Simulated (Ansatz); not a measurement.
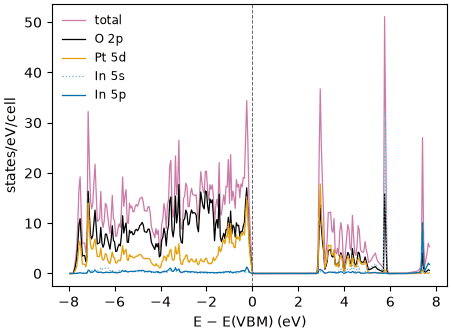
Total and projected density of states of In₂Pt₂O₇ in space group Fd-3m (No. 227; In on 16d, Pt on 16c, O on 8b, O on 48f), r²SCAN in the plane-wave PAW code Ansatz

Q: Which orbitals carry the states next to the gap?

A: Top 1 eV of the valence band: O 2p 52 %, Pt 5d 42 %. Bottom 1 eV of the conduction band: Pt 5d 46 %, O 2p 38 %, O 2s 9 %. Projections are on Löwdin-orthogonalised atomic valence shells; empty p or d shells of many metals are not among them.

The workflow started from a Materials Project entry (that database holds measured and hypothetical structures alike); the Crystallography Open Database copy checked does not list it. Whether it is the stable phase at ambient conditions was not checked. The r²SCAN relaxation kept the symmetry of its start; its stability against distortions is not shown here. No spin polarisation was allowed. Scalar-relativistic: spin–orbit coupling is off unless named, which matters more the heavier the elements.

Potentials: the later of the program's two PAW sets.
